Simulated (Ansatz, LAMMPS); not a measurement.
# A frame of amorphous polyisobutylene (as short chains C22H46) from 500 K (204 atoms) under strain

How stiff is a frame of amorphous polyisobutylene (as short chains C22H46) from 500 K (204 atoms), and how do its levels respond to strain?

Method: Kohn-Sham DFT, PBE+D4, PAW (set soft_2), plane waves, in Ansatz 0.2.0.

## Step 1: Starting point

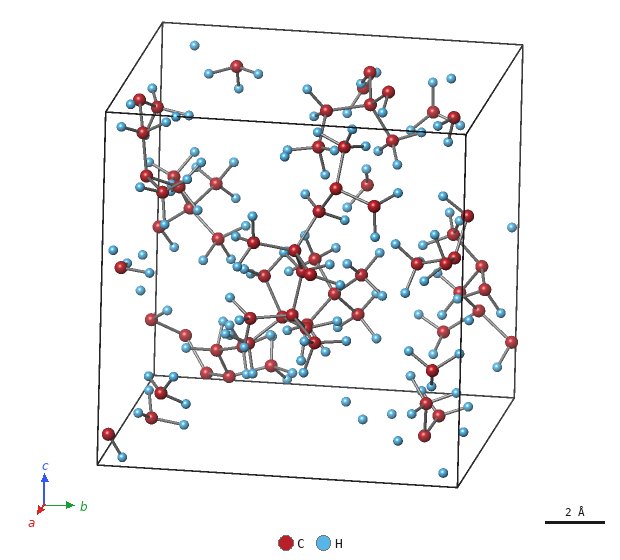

The starting structure, seen slightly off an axis (carbon red, hydrogen blue). Bonds to atoms that aren't drawn are left out. Some periodic images of atoms are drawn too.

The cell holds 204 atoms: 66 C and 138 H. Its edges and angles: a = 12.576 Å, b = 12.576 Å, c = 12.576 Å, α = 90.0°, β = 90.0°, γ = 90.0°. 3 polyisobutylene chains of 5 units with methyl end groups placed at random, at 0.778 g/cm³; overlaps pushed apart, then 20 ps at 800 K with MMFF94 bonds, angles, torsions, charges and radii (Halgren, J. Comput. Chem. 17, 490 (1996)) in harmonic and 12-6 forms. Snapshot after 30 ps at 500 K and fixed volume.

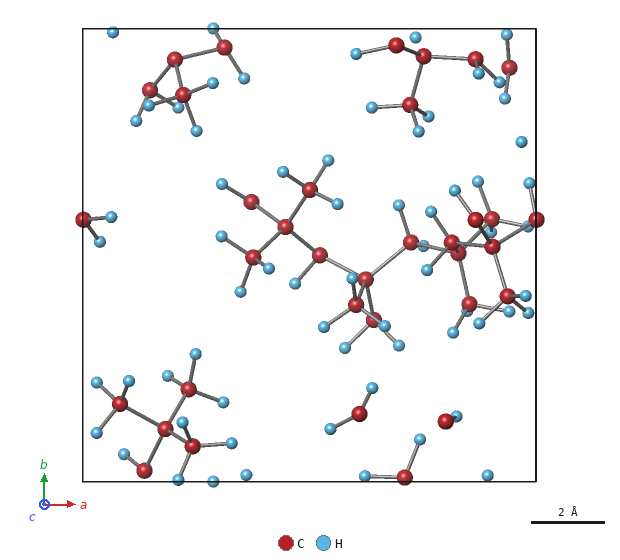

A slice 6 Å thick through the middle of the cell. Bonds to atoms that aren't drawn are left out.

What the set-up can't give: The network of contacts between molecules at the start is that of the classical potential that made the cell, and needn't be the one that DFT or experiment would give. Sampling is at Γ alone.

## Step 2: Single point at the start

A single point comes first, to see the forces before anything moves.

File input.yaml:

```yaml
crystal:
  lattice:
    - [12.57579, 0.0, 0.0]
    - [0.0, 12.57579, 0.0]
    - [0.0, 0.0, 12.57579]
  atoms:
    - { symbol: C, position: [0.30861, 0.29119, 0.17814] }
    - { symbol: C, position: [0.22892, 0.20675, 0.14249] }
    - { symbol: C, position: [0.1583, 0.2325, 0.0518] }
    - { symbol: C, position: [0.12328, 0.34279, 0.08019] }
    - { symbol: C, position: [0.20915, 0.2402, 0.94348] }
    - { symbol: C, position: [0.06112, 0.15471, 0.03166] }
    - { symbol: C, position: [0.01044, 0.08606, 0.12118] }
    - { symbol: C, position: [0.93888, 0.16286, 0.19852] }
    - { symbol: C, position: [0.92269, 0.01738, 0.06868] }
    - { symbol: C, position: [0.08245, 0.00132, 0.17869] }
    - { symbol: C, position: [0.05754, 0.9044, 0.25534] }
    - { symbol: C, position: [0.94135, 0.91376, 0.31102] }
    - { symbol: C, position: [0.04726, 0.80665, 0.18647] }
    - { symbol: C, position: [0.14816, 0.86421, 0.32707] }
    - { symbol: C, position: [0.20308, 0.93184, 0.41958] }
    - { symbol: C, position: [0.22141, 0.85364, 0.50994] }
    - { symbol: C, position: [0.31263, 0.95832, 0.38358] }
    - { symbol: C, position: [0.13595, 0.02458, 0.45699] }
    - { symbol: C, position: [0.18216, 0.11661, 0.52761] }
    - { symbol: C, position: [0.2335, 0.20411, 0.45888] }
    - { symbol: C, position: [0.24244, 0.0784, 0.6292] }
    - { symbol: C, position: [0.08196, 0.17193, 0.57462] }
    - { symbol: H, position: [0.36406, 0.31168, 0.11572] }
    - { symbol: H, position: [0.26382, 0.36019, 0.20477] }
    - { symbol: H, position: [0.35381, 0.25959, 0.24847] }
    - { symbol: H, position: [0.26076, 0.12682, 0.152] }
    - { symbol: H, position: [0.1802, 0.21515, 0.21224] }
    - { symbol: H, position: [0.18154, 0.41091, 0.07913] }
    - { symbol: H, position: [0.08005, 0.33682, 0.15224] }
    - { symbol: H, position: [0.06293, 0.37894, 0.0288] }
    - { symbol: H, position: [0.26516, 0.172, 0.93267] }
    - { symbol: H, position: [0.2622, 0.30857, 0.93991] }
    [... 166 atom lines left out ...]
    - { symbol: H, position: [0.74122, 0.77304, 0.60969] }
    - { symbol: H, position: [0.63799, 0.82607, 0.53733] }
    - { symbol: H, position: [0.76283, 0.8064, 0.47858] }
    - { symbol: H, position: [0.89336, 0.01393, 0.58226] }
    - { symbol: H, position: [0.91979, 0.88186, 0.557] }
    - { symbol: H, position: [0.87368, 0.90093, 0.67814] }
kpoints:
  mp_grid: { grid: [1, 1, 1] }
hamiltonian:
  xc: pbe
  dispersion: d4
scf:
  occupations: { method: fixed }
output:
  forces: true
```

Launch:

```
$ ansatz run input.yaml --threads 4 --pin off --max-ram 8192MiB --backend cpu --events-out ev --progress --plain --runs-dir out
```

Numbers of over 12 decimals in the logs are rounded to 6 here.

The log of the run:

```text
Engine: ansatz 0.2.0, aarch64-unknown-linux-gnu
Pseudopotentials: kind: paw
Pseudopotential: C, paw, valence charge 4, recommended cutoff 420 eV (normal), C.paw.azcp
Pseudopotential: H, paw, valence charge 1, recommended cutoff 420 eV (normal), H.paw.azcp
[... 5 lines on functional and potentials left out ...]
Crystal: 204 atoms, lattice volume = 1988.867 Å³
Basis set: ecut = 420 eV, 38911 PW (Γ), exchange–correlation on 180×180×180 points (8 copies of the dense FFT grid, shifted against one another)
Bands: 405, of which v1, the nominal top of the filled ones, is band 201 counted from 1 (200 counted from 0)
Symmetry: 1 space group operations
Space group: P1 (ITA 1), of the structure as read, at distance tolerance 1.3e-4 Å
k-points: 1
[... 5 lines on functional and potentials left out ...]
Initial density: superposition of atomic densities (neutral atoms: chi_scale 0, normalization atom), corrected by the library's trained network
Initial wavefunctions: pseudopotential atomic-orbital guess
Functional: x = pbe(κ = 0.804, μ = 0.219515), c = pbe(β = 0.066725)
SCF iter   1: F=—  HF=-18781.120395 eV  |F-HF|=—  |Δ(HF+E_count)|=         —  Δρ=4.44e-3  dr2=4.24e-1  ethr=1.77e-3  ⟨swp⟩=5.0  Hψ=1274  notcnv=0  defer=201
preconditioner: auto → Resta (q_TF=auto, 2.090 Å⁻¹)  ε∞=2.2  [insulator: Δε(μ)=4.977 eV  Ē_g=15.511 eV  n_scr=304 (ndim 8)  ℏωp=16.7 eV  f_vac=0.275  ε∞_Penn≈2.2]
SCF iter   2: F=—  HF=-18781.095394 eV  |F-HF|=—  |Δ(HF+E_count)|=   2.50e-2  Δρ=1.82e-3  dr2=8.08e-2  ethr=1.05e-4  ⟨swp⟩=3.0  Hψ=617  notcnv=0  defer=201
SCF iter   3: F=—  HF=-18781.124431 eV  |F-HF|=—  |Δ(HF+E_count)|=   2.90e-2  Δρ=6.74e-4  dr2=1.30e-2  ethr=2.01e-5  ⟨swp⟩=4.0  Hψ=415  notcnv=0  defer=57
automatic band count: iteration 3 solves 260 bands in place of 405: the levels show a gap, and the empty bands left out lie too high to hold charge; the band table lists the bands solved (type scf.n_extra_bands for more)
SCF iter   4: F=—  HF=-18781.130933 eV  |F-HF|=—  |Δ(HF+E_count)|=   6.50e-3  Δρ=1.71e-4  dr2=9.78e-4  ethr=3.22e-6  ⟨swp⟩=3.0  Hψ=370  notcnv=0  defer=57
SCF iter   5: F=—  HF=-18781.131254 eV  |F-HF|=—  |Δ(HF+E_count)|=   3.21e-4  Δρ=6.64e-5  dr2=1.25e-4  ethr=2.43e-7  ⟨swp⟩=3.0  Hψ=413  notcnv=0  defer=57
SCF iter   6: F=—  HF=-18781.131171 eV  |F-HF|=—  |Δ(HF+E_count)|=   8.22e-5  Δρ=2.09e-5  dr2=1.02e-5  ethr=3.12e-8  ⟨swp⟩=2.0  Hψ=411  notcnv=0  defer=57
SCF iter   7: F=—  HF=-18781.131269 eV  |F-HF|=—  |Δ(HF+E_count)|=   9.77e-5  Δρ=5.47e-6  dr2=7.99e-7  ethr=2.54e-9  ⟨swp⟩=2.0  Hψ=462  notcnv=0  defer=57
SCF iter   8: F=—  HF=-18781.131268 eV  |F-HF|=—  |Δ(HF+E_count)|=   7.36e-7  Δρ=2.23e-6  dr2=1.36e-7  ethr=2.49e-11  ⟨swp⟩=5.0  Hψ=936  notcnv=0
SCF iter   9: F=-18781.131268 eV  HF=-18781.131268 eV  |F-HF|=6.66e-9  |Δ(HF+E_count)|=   7.09e-8  Δρ=5.73e-7  dr2=9.14e-9  ethr=2.49e-11  ⟨swp⟩=4.0  Hψ=816  notcnv=0
SCF 1 converged in 9 iterations: F = -18781.131268 eV  dr2 = 9.14e-9
  greatest PAW one-centre occupation: 0.677 electrons in one spin orbital (limit 2), on the C atom at site 143 (counted from 0), in its partial waves of l = 0
SCF converged after 9 iterations
Free energy (F): -18781.131268 eV
Harris-Foulkes:  -18781.131268 eV  (|F-HF|=6.66e-9)
Internal energy: -18781.131268 eV  (E = F + TS)
E sigma→0 (E₀):  -18781.131268 eV
Fermi energy:    -1.927562 eV
--- Per-component energies (eV) ---
  E_band       = -2934.551397
  E_kinetic    = 7995.506809
  E_local      = -29250.083741  (includes V_loc(G=0)·N_el)
  E_nonlocal   = 2020.733122
  E_hartree    = 11211.854497
  E_xc         = -4449.729894
  E_vxc        = -5575.068209  (∫ρ·V_xc dr)
  E_paw        = -6637.246081  (= ΣΔE_a)
  E_vpaw       = -549.156989  (= ΣTr[D̂ρ^β])
  E_aug_tail   = -0.191162  (compensation charges beyond the density's cutoff)
  E_ewald      = 337.101066
  E_disp       = -9.075884  (pairwise vdW)
  E_smearing   = -0.000000  (= −TS)
  E_closure    = 0.000000  (closes the sum)
  Σ components = -18781.131268   (vs F -18781.131268, Δ=0.00e0)
--- Forces (eV/Å), atoms counted from 1 ---
  atom   1  C      0.83234622    -0.74020665     0.38621429
  atom   2  C      0.81814314    -0.38983338     1.77636380
  atom   3  C     -1.53205773     0.40768471    -1.81443775
  atom   4  C     -1.33756062     2.24169950    -1.09016028
  atom   5  C      2.03481467    -0.93232157    -1.19518016
  atom   6  C      0.35076178    -1.00138659     0.15543688
  atom   7  C     -2.99237040    -0.36097802     1.18535883
  atom   8  C      2.03280119    -0.38328987    -0.69954690
  atom   9  C     -0.25887259    -0.14815719     0.85792734
  atom  10  C      1.26950875     2.05987282     1.95066355
  atom  11  C     -1.95991618    -0.10570574    -0.18589769
  atom  12  C      1.86533321     1.13338995    -0.56756458
  atom  13  C     -0.91575102    -0.01635000    -3.15488608
  atom  14  C      0.54948669     1.24924537     1.15096981
[...]
atom 203  H      0.31483095    -1.31911584    -1.90903291
  atom 204  H      0.67502967     0.95298819    -0.06763364
  max |Σ_I F_I| component: 2.39e-5 eV/Å
```

Run time: 21 s. Hardware: 4 threads of Arm Neoverse V1, shared host; peak memory 2.2 GiB; 78 s of CPU time.

Reading the cycles: dr2 is the Hartree energy of the density residual (eV), the measure of convergence; HF is the Harris–Foulkes estimate of the energy, which meets the free energy F at convergence.

The r.m.s. force at the start is 1.1 eV/Å.

## Step 3: Cell and atoms relaxed

The cell is relaxed with the atoms, since the starting lattice needn't suit this functional.

File input.yaml:

```yaml
crystal:
  lattice:
    - [12.57579, 0.0, 0.0]
    - [0.0, 12.57579, 0.0]
    - [0.0, 0.0, 12.57579]
  atoms:
    [... the 204 atom lines of step 2 ...]
kpoints:
  mp_grid: { grid: [1, 1, 1] }
hamiltonian:
  xc: pbe
  dispersion: d4
scf:
  occupations: { method: fixed }
output:
  forces: true
relax:
  f_tol: 0.05
  max_steps: 150
  cell: {}
```

The log of the run:

```text
[...]
Crystal: 204 atoms, lattice volume = 1988.867 Å³
Basis set: ecut = 420 eV, 38911 PW (Γ), exchange–correlation on 180×180×180 points (8 copies of the dense FFT grid, shifted against one another)
Bands: 405, of which v1, the nominal top of the filled ones, is band 201 counted from 1 (200 counted from 0)
Symmetry: 1 space group operations
[...]
k-points: 1
[...]
SCF iter   1: F=—  HF=-18781.120394 eV  |F-HF|=—  |Δ(HF+E_count)|=         —  Δρ=4.44e-3  dr2=4.24e-1  ethr=1.77e-3  ⟨swp⟩=5.0  Hψ=1274  notcnv=0  defer=201
[...]
SCF iter   9: F=-18781.131268 eV  HF=-18781.131268 eV  |F-HF|=6.68e-9  |Δ(HF+E_count)|=   7.08e-8  Δρ=5.73e-7  dr2=9.14e-9  ethr=2.49e-11  ⟨swp⟩=4.0  Hψ=816  notcnv=0
SCF 1 converged in 9 iterations: F = -18781.131268 eV  dr2 = 9.14e-9
[...]
relax step   1: F+E_penalty+E_count = -18781.13126838 eV  Δ(F+E_penalty+E_count) = +0.000e0 eV  max|allowed force component| = 4.283e0 eV/Å  Δτ_max = 0.0000 Å  P = +1.873 GPa  Ω = 1988.867 Å³  (9 SCF iters, dr2 threshold 1.00e-7 eV, accepted)
[... from here on, the SCF cycles and remarks between the steps are left out ...]
relax step   2: F+E_penalty+E_count = -18791.29774576 eV  Δ(F+E_penalty+E_count) = -1.017e1 eV  max|allowed force component| = 1.735e0 eV/Å  Δτ_max = 0.1917 Å  P = -0.225 GPa  Ω = 1990.787 Å³  energy of the carried Pulay correction = -4.088e-3 eV  (7 SCF iters, dr2 threshold 2.04e-5 eV, accepted)
relax step   3: F+E_penalty+E_count = -18793.06261047 eV  Δ(F+E_penalty+E_count) = -1.765e0 eV  max|allowed force component| = 6.878e-1 eV/Å  Δτ_max = 0.1945 Å  P = -0.685 GPa  Ω = 1989.543 Å³  energy of the carried Pulay correction = -1.439e-3 eV  (6 SCF iters, dr2 threshold 2.04e-5 eV, accepted)
relax step   4: F+E_penalty+E_count = -18793.70644099 eV  Δ(F+E_penalty+E_count) = -6.438e-1 eV  max|allowed force component| = 2.732e-1 eV/Å  Δτ_max = 0.2000 Å  P = -0.204 GPa  Ω = 1938.339 Å³  energy of the carried Pulay correction = +1.090e-1 eV  (7 SCF iters, dr2 threshold 2.04e-5 eV, accepted)
relax step   5: F+E_penalty+E_count = -18793.97327388 eV  Δ(F+E_penalty+E_count) = -2.668e-1 eV  max|allowed force component| = 7.644e-2 eV/Å  Δτ_max = 0.2000 Å  P = -0.071 GPa  Ω = 1919.864 Å³  energy of the carried Pulay correction = +1.496e-1 eV  (7 SCF iters, dr2 threshold 4.66e-6 eV, accepted)
relax step   6: F+E_penalty+E_count = -18794.11192327 eV  Δ(F+E_penalty+E_count) = -1.386e-1 eV  max|allowed force component| = 2.000e-1 eV/Å  Δτ_max = 0.1951 Å  P = -0.189 GPa  Ω = 1905.603 Å³  energy of the carried Pulay correction = +1.812e-1 eV  (8 SCF iters, dr2 threshold 3.65e-7 eV, accepted)
relax step   7: F+E_penalty+E_count = -18794.19271235 eV  Δ(F+E_penalty+E_count) = -8.079e-2 eV  max|allowed force component| = 2.433e-1 eV/Å  Δτ_max = 0.1939 Å  P = -0.007 GPa  Ω = 1899.625 Å³  energy of the carried Pulay correction = +1.945e-1 eV  (7 SCF iters, dr2 threshold 2.50e-6 eV, accepted)
relax step   8: F+E_penalty+E_count = -18794.25160015 eV  Δ(F+E_penalty+E_count) = -5.889e-2 eV  max|allowed force component| = 2.491e-1 eV/Å  Δτ_max = 0.1945 Å  P = -0.215 GPa  Ω = 1889.640 Å³  energy of the carried Pulay correction = +2.168e-1 eV  (7 SCF iters, dr2 threshold 3.70e-6 eV, accepted)
relax step   9: F+E_penalty+E_count = -18794.29161996 eV  Δ(F+E_penalty+E_count) = -4.002e-2 eV  max|allowed force component| = 3.105e-1 eV/Å  Δτ_max = 0.0981 Å  P = +0.137 GPa  Ω = 1891.746 Å³  energy of the carried Pulay correction = +2.121e-1 eV  (7 SCF iters, dr2 threshold 3.88e-6 eV, accepted)
relax step  10: F+E_penalty+E_count = -18794.34103434 eV  Δ(F+E_penalty+E_count) = -4.941e-2 eV  max|allowed force component| = 3.502e-1 eV/Å  Δτ_max = 0.1948 Å  P = -0.109 GPa  Ω = 1887.306 Å³  energy of the carried Pulay correction = +2.220e-1 eV  (7 SCF iters, dr2 threshold 6.02e-6 eV, accepted)
relax step  11: F+E_penalty+E_count = -18794.38135402 eV  Δ(F+E_penalty+E_count) = -4.032e-2 eV  max|allowed force component| = 1.485e-1 eV/Å  Δτ_max = 0.1027 Å  P = -0.117 GPa  Ω = 1885.334 Å³  energy of the carried Pulay correction = +2.265e-1 eV  (6 SCF iters, dr2 threshold 7.67e-6 eV, accepted)
relax step  12: F+E_penalty+E_count = -18794.42769154 eV  Δ(F+E_penalty+E_count) = -4.634e-2 eV  max|allowed force component| = 1.551e-1 eV/Å  Δτ_max = 0.1598 Å  P = -0.124 GPa  Ω = 1877.874 Å³  energy of the carried Pulay correction = +2.433e-1 eV  (7 SCF iters, dr2 threshold 1.38e-6 eV, accepted)
relax step  13: F+E_penalty+E_count = -18794.47444095 eV  Δ(F+E_penalty+E_count) = -4.675e-2 eV  max|allowed force component| = 1.911e-1 eV/Å  Δτ_max = 0.1874 Å  P = -0.270 GPa  Ω = 1867.409 Å³  energy of the carried Pulay correction = +2.669e-1 eV  (7 SCF iters, dr2 threshold 1.50e-6 eV, accepted)
relax step  14: F+E_penalty+E_count = -18794.51703559 eV  Δ(F+E_penalty+E_count) = -4.259e-2 eV  max|allowed force component| = 1.879e-1 eV/Å  Δτ_max = 0.1181 Å  P = -0.036 GPa  Ω = 1858.737 Å³  energy of the carried Pulay correction = +2.866e-1 eV  (7 SCF iters, dr2 threshold 2.28e-6 eV, accepted)
[...]
relax step  31: F+E_penalty+E_count = -18794.69736449 eV  Δ(F+E_penalty+E_count) = -3.849e-3 eV  max|allowed force component| = 1.921e-2 eV/Å  Δτ_max = 0.0741 Å  P = -0.004 GPa  Ω = 1825.790 Å³  energy of the carried Pulay correction = +3.623e-1 eV  (10 SCF iters, accepted)
relax step  32: F+E_penalty+E_count = -18794.70099213 eV  Δ(F+E_penalty+E_count) = -3.628e-3 eV  max|allowed force component| = 1.829e-2 eV/Å  Δτ_max = 0.0832 Å  P = -0.021 GPa  Ω = 1825.515 Å³  energy of the carried Pulay correction = +3.629e-1 eV  (10 SCF iters, accepted)
relax step  33: F+E_penalty+E_count = -18794.44196814 eV  Δ(F+E_penalty+E_count) = +2.590e-1 eV  max|allowed force component| = 2.481e-2 eV/Å  Δτ_max = 0.0000 Å  P = -0.187 GPa  Ω = 1825.515 Å³  stress off target by 2.05e-1 GPa  SCF on the basis re-selected at this cell (its energy is not comparable with the rows above)  (6 SCF iters)
relax step  34: F+E_penalty+E_count = -18794.53870174 eV  Δ(F+E_penalty+E_count) = -9.673e-2 eV  max|allowed force component| = 2.875e-2 eV/Å  Δτ_max = 0.0871 Å  P = -0.136 GPa  Ω = 1795.676 Å³  energy of the carried Pulay correction = +6.798e-2 eV  (9 SCF iters, dr2 threshold 1.05e-7 eV, accepted)
relax step  35: F+E_penalty+E_count = -18794.64692969 eV  Δ(F+E_penalty+E_count) = -1.082e-1 eV  max|allowed force component| = 3.333e-2 eV/Å  Δτ_max = 0.0760 Å  P = +0.080 GPa  Ω = 1753.046 Å³  energy of the carried Pulay correction = +1.617e-1 eV  (9 SCF iters, dr2 threshold 5.78e-8 eV, accepted)
relax step  36: F+E_penalty+E_count = -18794.65487072 eV  Δ(F+E_penalty+E_count) = -7.941e-3 eV  max|allowed force component| = 8.535e-2 eV/Å  Δτ_max = 0.1124 Å  P = -0.094 GPa  Ω = 1749.778 Å³  energy of the carried Pulay correction = +1.688e-1 eV  (9 SCF iters, dr2 threshold 3.13e-8 eV, accepted)
relax step  37: F+E_penalty+E_count = -18794.64175235 eV  Δ(F+E_penalty+E_count) = +1.312e-2 eV  max|allowed force component| = 5.106e-2 eV/Å  Δτ_max = 0.1218 Å  P = +0.058 GPa  Ω = 1757.759 Å³  energy of the carried Pulay correction = +1.518e-1 eV  (8 SCF iters, dr2 threshold 4.55e-7 eV, accepted)
relax step  38: F+E_penalty+E_count = -18794.63647788 eV  Δ(F+E_penalty+E_count) = +5.274e-3 eV  max|allowed force component| = 2.532e-2 eV/Å  Δτ_max = 0.0621 Å  P = -0.028 GPa  Ω = 1761.479 Å³  energy of the carried Pulay correction = +1.438e-1 eV  (8 SCF iters, dr2 threshold 1.63e-7 eV, accepted)
relax step  39: F+E_penalty+E_count = -18794.64974032 eV  Δ(F+E_penalty+E_count) = -1.326e-2 eV  max|allowed force component| = 1.152e-2 eV/Å  Δτ_max = 0.0384 Å  P = -0.010 GPa  Ω = 1756.516 Å³  energy of the carried Pulay correction = +1.546e-1 eV  (8 SCF iters, dr2 threshold 7.12e-9 eV, accepted)
relax step  40: F+E_penalty+E_count = -18794.50846795 eV  Δ(F+E_penalty+E_count) = +1.413e-1 eV  max|allowed force component| = 1.048e-2 eV/Å  Δτ_max = 0.0000 Å  P = -0.061 GPa  Ω = 1756.516 Å³  stress off target by 9.23e-2 GPa  SCF on the basis re-selected at this cell (its energy is not comparable with the rows above)  (5 SCF iters)
relax step  41: F+E_penalty+E_count = -18794.57394878 eV  Δ(F+E_penalty+E_count) = -6.548e-2 eV  max|allowed force component| = 6.000e-2 eV/Å  Δτ_max = 0.1156 Å  P = -0.014 GPa  Ω = 1730.776 Å³  energy of the carried Pulay correction = +6.000e-2 eV  (9 SCF iters, dr2 threshold 2.13e-8 eV, accepted)
relax step  42: F+E_penalty+E_count = -18794.56923900 eV  Δ(F+E_penalty+E_count) = +4.710e-3 eV  max|allowed force component| = 1.110e-2 eV/Å  Δτ_max = 0.0272 Å  P = +0.014 GPa  Ω = 1733.669 Å³  energy of the carried Pulay correction = +5.337e-2 eV  (7 SCF iters, dr2 threshold 2.25e-7 eV, accepted)
relax step  43: F+E_penalty+E_count = -18794.51950322 eV  Δ(F+E_penalty+E_count) = +4.974e-2 eV  max|allowed force component| = 1.137e-2 eV/Å  Δτ_max = 0.0000 Å  P = +0.005 GPa  Ω = 1733.669 Å³  stress off target by 1.41e-2 GPa  SCF on the basis re-selected at this cell (its energy is not comparable with the rows above)  (4 SCF iters)
[...]
SCF converged after 4 iterations
Free energy (F): -18794.519503 eV
[...]
Internal energy: -18794.519503 eV  (E = F + TS)
E sigma→0 (E₀):  -18794.519503 eV
Fermi energy:    -1.558179 eV
[...]
--- Forces (eV/Å), atoms counted from 1 ---
  atom   1  C     -0.00064927    -0.00136680     0.00204418
  atom   2  C     -0.00328718     0.00561632    -0.00054712
  atom   3  C     -0.00084990     0.00068925    -0.00075513
  atom   4  C     -0.00082761    -0.00641734     0.00359824
  atom   5  C      0.00137509    -0.00318124     0.00049358
  atom   6  C      0.00080345     0.00461204     0.00348393
  atom   7  C     -0.00120996     0.00002488     0.00286605
  atom   8  C      0.00056348     0.00069944    -0.00500867
  atom   9  C     -0.00042726     0.00143404     0.00091828
  atom  10  C      0.00007689    -0.00281908    -0.00046390
  atom  11  C      0.00216174     0.00127801    -0.00173433
  atom  12  C      0.00185390    -0.00199641    -0.00033515
  atom  13  C      0.00106581     0.00033062     0.00128248
  atom  14  C     -0.00196275     0.00231453    -0.00034759
[...]
atom 203  H     -0.00100242    -0.00005546    -0.00011664
  atom 204  H     -0.00140399    -0.00053734    -0.00125161
  max |Σ_I F_I| component: 1.11e-5 eV/Å
--- Stress (GPa, compression-positive) ---
        0.012874      -0.001785      -0.001009
       -0.001784       0.011378       0.000427
       -0.001008       0.000427      -0.009843
  P = ⅓ Tr σ = 0.0048 GPa (0.048 kbar)
--- Relaxed structure (40 steps of the walk, 39 accepted, 3 SCFs on fresh bases) ---
  F+E_penalty+E_count = -18794.51950322 eV   max|allowed force component| = 1.137e-2 eV/Å   (the final SCF, on the basis selected at the relaxed cell)
  cell:  # Å, volume = 1733.6690 Å³
    - [12.152485, 0.112276, -0.100198]
    - [0.112276, 12.190412, 0.128645]
    - [-0.100198, 0.128645, 11.705809]
  atoms:
    - { symbol: C, position: [0.270425, 0.340780, 0.131467] }
    - { symbol: C, position: [0.197811, 0.240878, 0.117790] }
    - { symbol: C, position: [0.112387, 0.246504, 0.018777] }
    - { symbol: C, position: [0.024088, 0.335307, 0.040674] }
[...]
- { symbol: H, position: [0.848711, 0.926398, 0.660076] }
```

Elapsed: 14 min, on 4 threads; peak memory 2.2 GiB; 53 min of CPU time.

The relaxation converged after 40 steps, with a largest force component of 0.011 eV/Å.

[end of part 1 of 3]

[Logs are printed without paths, hosts, clocks, repeated set-up lines and the standing remarks that a program may print on its own settings, such as how far it seeks lower states.]

[Hosts, paths, dates, database ids (printed as entryN), source tags and the programs' standing remarks are cut or masked in the printed files.]

[The MMFF94 radii named for the starting cell were scaled by 0.96; in molecules described by MMFF94, hydrogen bound to N, O or S took a small fixed 12-6 site in their place.]
